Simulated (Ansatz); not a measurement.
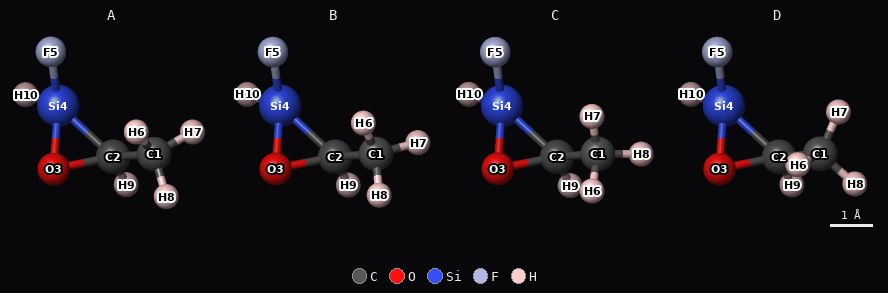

4 geometries from a converged minimum-energy path of C2H5FOSi, shuffled. Style: ball-and-stick. Shown from a free direction.

All numbers below come from RKS PBE-D4/def2-SVP in Ansatz. Settings: 7 movable images; climbing image; force threshold 0.05 eV/Å; iteration limit 60; starting path by image-dependent pair potential.

Q: One of them is the converged climbing image. Which?

A: D. In order along the path, whose images run from 0 to 8: B (image 0, 0.0 kJ/mol), A (image 1, +1.6 kJ/mol), D (image 4, +10.8 kJ/mol), C (image 7, +1.5 kJ/mol). The motion is a rotation about the C1–C2 bond by about 120°. No bond forms or breaks between the ends. Bond angles that change up to the highest image, for instance: C2–C1–H6 112.3° → 108.4°, C2–C1–H7 110.1° → 113.2°.

The run took 49 s on 2 threads of Arm Neoverse V2, with other jobs on the host, peak memory 0.13 GiB.
